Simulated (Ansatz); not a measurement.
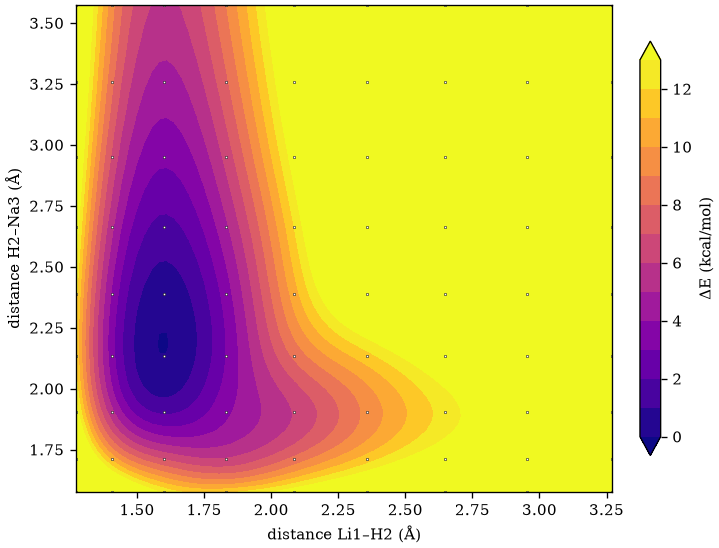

The system Li + HNa, spin multiplicity 2. The first coordinate is: distance Li1–H2; the second: distance H2–Na3. Nothing is relaxed (the angle Li1–H2–Na3 is fixed at 180 degrees). The scan uses a 9 × 9 grid. Energies: kcal/mol, counted from the lowest grid point. The calculation used Ansatz 0.2.0, UKS wB97X-V/def2-SVPD.

Drawn: filled contours, dots at the grid points, one colour for all values above the top of the scale. Between grid points the surface is interpolated.

> Estimate the position of the minimum and the force constants in these coordinates.

The interpolated minimum is at distance Li1–H2 ≈ 1.602 Å, distance H2–Na3 ≈ 2.187 Å. The curvatures there are about 6.4 eV/Å² and 1.2 eV/Å², with a cross term of about −0.1 eV/Å². Round the minimum the two coordinates are nearly uncoupled. (1 eV is 23.1 kcal/mol.)
